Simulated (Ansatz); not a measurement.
**H₂Cl (doublet): correlated methods under varied settings at distance Cl1–H2 along a hydrogen transfer = 1.189 Å**

Aim: run H₂Cl (doublet) at one geometry under a spread of methods and options, and see what each costs and gives.

Program: Ansatz 0.2.0, Gaussian basis. Level of theory: the settings change from run to run. These are calculated values, not measurements.

10 further runs of the same task are left out: 2 for a mislabelled method, 7 that didn't finish, 1 set aside as unsound or not needed.

**1. The geometry**

The geometry derives from fragments relaxed apart (PBE0/def2-TZVP) and kept rigid, so it is no stationary point. A hydrogen atom is moved between rigid fragments.

3 atoms, charge 0, spin multiplicity 2.

Atoms are counted from 1 here; the program's logs count them from 0.

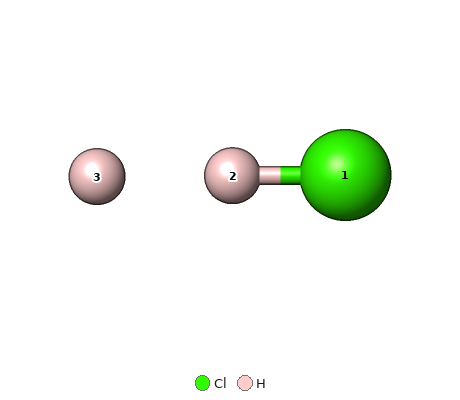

The structure; chlorine green, hydrogen pink; atoms are numbered from 1 in the order of the file.

**2. HF/6-31G**

Input file in.yaml:

```yaml
crystal:
  periodic: [false, false, false]
  atoms:
    - {symbol: Cl, position_ang: [0.000000, 0.000000, -1.268333]}
    - {symbol: H, position_ang: [0.000000, 0.000000, -0.079333]}
    - {symbol: H, position_ang: [0.000000, 0.000000, 1.347667]}
basis:
  gaussian: {orbitals: 6-31G, point_charges: [{charge: 0.50, position_ang: [3.393, 0.131, 0.109]}]}
magnetization: {spin_polarized: false, initial_magnetization: 1}
hamiltonian: {xc: hf}
accuracy: high
output: {orbitals: {seedname: orbitals}}
```

Started as:

```
ansatz run in.yaml --threads 1 --pin off --events-out ev --progress --plain --max-ram 2393MiB
```

What it wrote:

```text
Functional definition: HF
  name "HF"
  cite "Fock, Z. Phys. 61, 126 (1930) doi:10.1007/BF01340294"
  parent pbe
  exchange = exact_x
  correlation = 0
325 factors; integrals over basis functions are off by at most 3.3e-9 eV
mean field evaluation 1: about -12530.3134 eV, gradient 1.2e1 eV
mean field evaluation 2: about -12530.3234 eV, gradient 1.2e1 eV
mean field evaluation 4: about -12531.2450 eV, gradient 8.5e-1 eV
mean field evaluation 8: about -12531.2485 eV, gradient 1.7e-4 eV
mean field -12531.24854446 eV, -460.5148900236 hartree, gradient 1.4e-8 eV, S^2 0.750000; 0 other end points of the search recorded, 0 dependent functions left out
reference -12531.24854446 eV, -460.5148900236 hartree; 10, 9 occupied and 7, 8 virtual orbitals, 325 factors
Total energy: -12531.24854446 eV, -460.5148900236 hartree
```

Wall time 0.12 s (1 thread of Arm Neoverse V1, shared host).

**3. CASSCF(3,6)/def2-SVPD**

Input file in.yaml:

```yaml
crystal:
  periodic: [false, false, false]
  atoms:
    - {symbol: Cl, position_ang: [0.000000, 0.000000, -1.268333]}
    - {symbol: H, position_ang: [0.000000, 0.000000, -0.079333]}
    - {symbol: H, position_ang: [0.000000, 0.000000, 1.347667]}
basis:
  gaussian: {orbitals: def2-SVPD}
magnetization: {spin_polarized: false, initial_magnetization: 1}
correlation: {active_space: {window: {electrons: 3, orbitals: 6}}}
output: {forces: true}
```

Same command.

What it wrote (excerpt; [...] marks lines left out):

```text
Functional definition: HF
  name "HF"
  cite "Fock, Z. Phys. 61, 126 (1930) doi:10.1007/BF01340294"
  parent pbe
[...]
407 factors; integrals over basis functions are off by at most 1.1e-3 eV
[...]
mean field -12528.93846101 eV, -460.4299960226 hartree, gradient 2.5e-6 eV, S^2 0.750000; 0 other end points of the search recorded, 0 dependent functions left out
reference -12528.93846101 eV, -460.4299960226 hartree; 10, 9 occupied and 33, 34 virtual orbitals, 407 factors
state -12529.61206992 eV, -460.4547506933 hartree
[...]
Total energy: -12529.61206992 eV, -460.4547506933 hartree
Atom 0 at     0.000000     0.000000    -1.268333 Å, force     0.000000     0.000000    -4.727341 eV/Å
Atom 1 at     0.000000     0.000000    -0.079333 Å, force    -0.000000    -0.000000     3.822742 eV/Å
Atom 2 at     0.000000     0.000000     1.347667 Å, force    -0.000000    -0.000000     0.904599 eV/Å
Dipole moment:    -0.000000    -0.000000     0.263314 e Å
```

Wall time 2 s (1 thread of Arm Neoverse V1, shared host).

From the report: 90 determinants; active occupations 1.98, 1.00, 0.01, 0.00, 0.00, 0.00.

**4. BCCD on ROHF/def2-SVPD**

Edit in.yaml of step 3 so:

```diff
@@ -7,5 +7,6 @@
 basis:
-  gaussian: {orbitals: def2-SVPD}
+  gaussian: {orbitals: def2-SVPD, point_charges: [{charge: 0.50, position_ang: [3.372, 0.692, 0.933]}]}
 magnetization: {spin_polarized: false, initial_magnetization: 1}
-correlation: {active_space: {window: {electrons: 3, orbitals: 6}}}
+hamiltonian: {pseudopotentials: {relativity: none}}
+correlation: {method: bccd, electrons: valence}
 output: {forces: true}
```

Same command.

What it wrote (excerpt; [...] marks lines left out):

```text
Functional definition: HF
  name "HF"
  cite "Fock, Z. Phys. 61, 126 (1930) doi:10.1007/BF01340294"
  parent pbe
[...]
407 factors; integrals over basis functions are off by at most 1.1e-3 eV
[...]
mean field -12528.91357464 eV, -460.4290814652 hartree, gradient 2.6e-6 eV, S^2 0.750000; 0 other end points of the search recorded, 0 dependent functions left out
[...]
5 core orbitals not correlated: weight in the atoms' cores, before any rotation towards them, 1.000 or more for the frozen orbitals, at most 0.000 for the correlated occupied ones
reference -12528.91357464 eV, -460.4290814652 hartree; 5, 4 occupied and 33, 34 virtual orbitals, 407 factors
second order -4.40405893 eV of doubles, -0.00875640 eV of singles
cycle   1  -4.77086178 eV  change   -3.6e-1 eV  update   3.8e-2
[...]
cycle  10  -4.87054693 eV  change   -1.2e-6 eV  update   3.9e-6
[...]
Total energy: -12533.78412157 eV, -460.6080707637 hartree
Atom 0 at     0.000000     0.000000    -1.268333 Å, force     0.115109     0.023623    -4.662611 eV/Å
Atom 1 at     0.000000     0.000000    -0.079333 Å, force    -0.121703    -0.024976     4.085558 eV/Å
Atom 2 at     0.000000     0.000000     1.347667 Å, force    -0.008406    -0.001725     0.616695 eV/Å
Dipole moment:    -0.080747    -0.016571     0.207049 e Å
```

Wall time 2 s (1 thread of Arm Neoverse V1, shared host).

From the report: correlation -4.8705 eV; largest double amplitude 0.02.

**5. HF/6-31G***

Input file in.yaml:

```yaml
crystal:
  periodic: [false, false, false]
  atoms:
    - {symbol: Cl, position_ang: [0.000000, 0.000000, -1.268333]}
    - {symbol: H, position_ang: [0.000000, 0.000000, -0.079333]}
    - {symbol: H, position_ang: [0.000000, 0.000000, 1.347667]}
basis:
  gaussian: {orbitals: "6-31G*"}
magnetization: {spin_polarized: false, initial_magnetization: 1}
hamiltonian: {xc: hf}
scf: {lower_state_search: light}
output: {forces: true, orbitals: {seedname: orbitals}}
```

Same command.

What it wrote (excerpt; [...] marks lines left out):

```text
Functional definition: HF
  name "HF"
  cite "Fock, Z. Phys. 61, 126 (1930) doi:10.1007/BF01340294"
  parent pbe
[...]
228 factors; integrals over basis functions are off by at most 7.8e-4 eV
[...]
mean field -12531.96415057 eV, -460.5411880631 hartree, gradient 2.4e-5 eV, S^2 0.750000; 0 other end points of the search recorded, 0 dependent functions left out
[...]
reference -12531.96415057 eV, -460.5411880631 hartree; 10, 9 occupied and 13, 14 virtual orbitals, 228 factors
Total energy: -12531.96415057 eV, -460.5411880631 hartree
Atom 0 at     0.000000     0.000000    -1.268333 Å, force    -0.000000     0.000000    -4.131687 eV/Å
Atom 1 at     0.000000     0.000000    -0.079333 Å, force    -0.000000    -0.000000     3.108819 eV/Å
Atom 2 at     0.000000     0.000000     1.347667 Å, force     0.000000     0.000000     1.022868 eV/Å
Dipole moment:    -0.000000     0.000000     0.319291 e Å
```

Run time: 0.15 s. Hardware: 1 thread of Arm Neoverse V1, shared host.

**6. CISDT/6-31G***

Input file in.yaml:

```yaml
crystal:
  periodic: [false, false, false]
  atoms:
    - {symbol: Cl, position_ang: [0.000000, 0.000000, -1.268333]}
    - {symbol: H, position_ang: [0.000000, 0.000000, -0.079333]}
    - {symbol: H, position_ang: [0.000000, 0.000000, 1.347667]}
basis:
  gaussian: {orbitals: "6-31G*", point_charges: [{charge: 0.50, position_ang: [3.486, -0.737, -0.603]}]}
magnetization: {spin_polarized: false, initial_magnetization: 1}
correlation: {active_space: {ras: {orbitals: [4, 1, 13], electrons: 9, max_holes: 3, max_particles: 3}, fixed_orbitals: true}}
```

The command is unchanged.

What it wrote:

```text
Functional definition: HF
  name "HF"
  cite "Fock, Z. Phys. 61, 126 (1930) doi:10.1007/BF01340294"
  parent pbe
  exchange = exact_x
  correlation = 0
228 factors; integrals over basis functions are off by at most 7.8e-4 eV
mean field evaluation 1: about -12531.0366 eV, gradient 1.2e1 eV
mean field evaluation 2: about -12531.0389 eV, gradient 1.2e1 eV
mean field evaluation 4: about -12531.9905 eV, gradient 1.1e0 eV
mean field evaluation 8: about -12531.9974 eV, gradient 3.7e-4 eV
mean field -12531.99736082 eV, -460.5424085173 hartree, gradient 1.6e-6 eV, S^2 0.750000; 0 other end points of the search recorded, 0 dependent functions left out
reference -12531.99736082 eV, -460.5424085173 hartree; 10, 9 occupied and 13, 14 virtual orbitals, 228 factors
state -12535.97788374 eV, -460.6886900365 hartree
Total energy: -12535.97788374 eV, -460.6886900365 hartree
```

It took 1.2 s on 1 thread of Arm Neoverse V1, shared host.

From the report: 123,830 determinants.

**7. NEVPT2(3,7)/def2-SVP**

Input file in.yaml:

```yaml
crystal:
  periodic: [false, false, false]
  atoms:
    - {symbol: Cl, position_ang: [0.000000, 0.000000, -1.268333]}
    - {symbol: H, position_ang: [0.000000, 0.000000, -0.079333]}
    - {symbol: H, position_ang: [0.000000, 0.000000, 1.347667]}
basis:
  gaussian: {orbitals: def2-SVP, fitting: {mean_field: def2-universal-jkfit}}
magnetization: {spin_polarized: false, initial_magnetization: 1}
correlation: {method: sc_nevpt2, electrons: valence, active_space: {window: {electrons: 3, orbitals: 7}, states: [{multiplicity: 2, weights: [0.5, 0.5]}, {multiplicity: 4, weights: [1]}], root: 1}}
output: {forces: true}
```

The command is unchanged.

What it wrote (excerpt; [...] marks lines left out):

```text
Functional definition: HF
  name "HF"
  cite "Fock, Z. Phys. 61, 126 (1930) doi:10.1007/BF01340294"
  parent pbe
[...]
164 factors; integrals over basis functions are off by at most 5.0e-1 eV
[...]
mean field -12528.66740269 eV, -460.4200348131 hartree, gradient 2.6e-6 eV, S^2 0.750000; 0 other end points of the search recorded, 0 dependent functions left out
reference -12528.66740269 eV, -460.4200348131 hartree; 10, 9 occupied and 18, 19 virtual orbitals, 164 factors
state -12528.80913310 eV, -460.4252433097 hartree
state -12523.81150495 eV, -460.2415838626 hartree
state -12528.80913310 eV, -460.4252433097 hartree; corrected -12532.68402414 eV, -460.5676429289 hartree
state -12523.81150495 eV, -460.2415838626 hartree; corrected -12527.60074435 eV, -460.3808358420 hartree
state -12518.33216958 eV, -460.0402220018 hartree
state -12518.33216958 eV, -460.0402220018 hartree; corrected -12522.03581179 eV, -460.1763283426 hartree
[...]
Total energy: -12527.60074435 eV, -460.3808358420 hartree
Atom 0 at     0.000000     0.000000    -1.268333 Å, force     0.000000    -0.000000   -10.986519 eV/Å
Atom 1 at     0.000000     0.000000    -0.079333 Å, force    -0.000000     0.000000    12.686088 eV/Å
Atom 2 at     0.000000     0.000000     1.347667 Å, force     0.000000     0.000000    -1.699569 eV/Å
Dipole moment:     0.000000    -0.000000    -1.218512 e Å
```

Wall time 1.4 s (1 thread of Arm Neoverse V1, shared host).

From the report: 72 determinants; active occupations (of the averaged states) 1.24, 1.22, 0.52, 0.01, 0.00, 0.00, 0.00.

**8. CASSCF(1,4)/6-31G**

Input file in.yaml:

```yaml
crystal:
  periodic: [false, false, false]
  atoms:
    - {symbol: Cl, position_ang: [0.000000, 0.000000, -1.268333]}
    - {symbol: H, position_ang: [0.000000, 0.000000, -0.079333]}
    - {symbol: H, position_ang: [0.000000, 0.000000, 1.347667]}
basis:
  gaussian: {orbitals: 6-31G}
magnetization: {spin_polarized: false, initial_magnetization: 1}
correlation: {active_space: {window: {electrons: 1, orbitals: 4}}}
```

Launched as before.

What it wrote:

```text
Functional definition: HF
  name "HF"
  cite "Fock, Z. Phys. 61, 126 (1930) doi:10.1007/BF01340294"
  parent pbe
  exchange = exact_x
  correlation = 0
204 factors; integrals over basis functions are off by at most 3.2e-4 eV
mean field evaluation 1: about -12530.3643 eV, gradient 1.2e1 eV
mean field evaluation 2: about -12530.3652 eV, gradient 1.2e1 eV
mean field evaluation 4: about -12531.2843 eV, gradient 8.2e-1 eV
mean field evaluation 8: about -12531.2877 eV, gradient 9.5e-5 eV
mean field -12531.28766797 eV, -460.5163277861 hartree, gradient 1.4e-6 eV, S^2 0.750000; 0 other end points of the search recorded, 0 dependent functions left out
reference -12531.28766797 eV, -460.5163277861 hartree; 10, 9 occupied and 7, 8 virtual orbitals, 204 factors
state -12531.28766797 eV, -460.5163277861 hartree
Total energy: -12531.28766797 eV, -460.5163277861 hartree
```

Run time: 0.15 s. Hardware: 1 thread of Arm Neoverse V1, shared host.

From the report: 4 determinants; active occupations 1.00, 0.00, 0.00, 0.00. With so small a space the active step adds no correlation: the energy is the mean field's.

**9. The runs in one table**

Where basis and cores are those of an earlier FCI/6-31G run (-12532.8350 eV), and the state is the same kind, the miss against it is given.

```csv
level,correlated,functions,energy (eV),from FCI (meV),time
HF/6-31G (beside a point charge),,17,-12531.2485,,0.12 s
"CASSCF(3,6)/def2-SVPD",,43,-12529.6121,,2 s
BCCD on ROHF/def2-SVPD (beside a point charge),valence,43,-12533.7841,,2 s
HF/6-31G*,,23,-12531.9642,,0.15 s
CISDT/6-31G* (beside a point charge),outside noble gas,23,-12535.9779,,1.2 s
"NEVPT2(3,7)/def2-SVP (excited root 1 of an average)",valence,28,-12527.6007,,1.4 s
"CASSCF(1,4)/6-31G",,17,-12531.2877,1547.3,0.15 s
```

**10. What came out**

```
quantity                                     value
    runs                                         7
quickest  HF/6-31G (beside a point charge), 0.12 s
 slowest                CASSCF(3,6)/def2-SVPD, 2 s
```

Total energies in different bases, with other cores or another treatment of relativity can't be set against each other. CASSCF(3,6)/def2-SVPD took 17 times as long as HF/6-31G (beside a point charge); the jobs differ in more than the method. Hartree-Fock, CASSCF and CASCI lack dynamic correlation by design.
